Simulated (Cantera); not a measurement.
Input: 1 mol SiH₄, 1200 mol H₂, held at 1.00 bar.

Equilibrium computed with Cantera from the NASA thermochemical tables; the gas is ideal and each condensed phase is pure. Candidate condensed phases: Si; 9 gas species. Gases not in the tables: Si₂H₆ and higher silanes. The numbers say what is thermodynamically allowed, not how fast it happens.

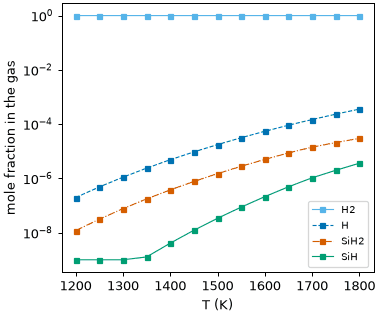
Fig. 1. Equilibrium gas composition (values under 1e-9 drawn at 1e-9)

Problem. Read off the mole fractions at 1650 K.

Solution. H₂ about 1.00, H about 9.1e-5, SiH₂ about 8.7e-6, SiH about 4.9e-7.
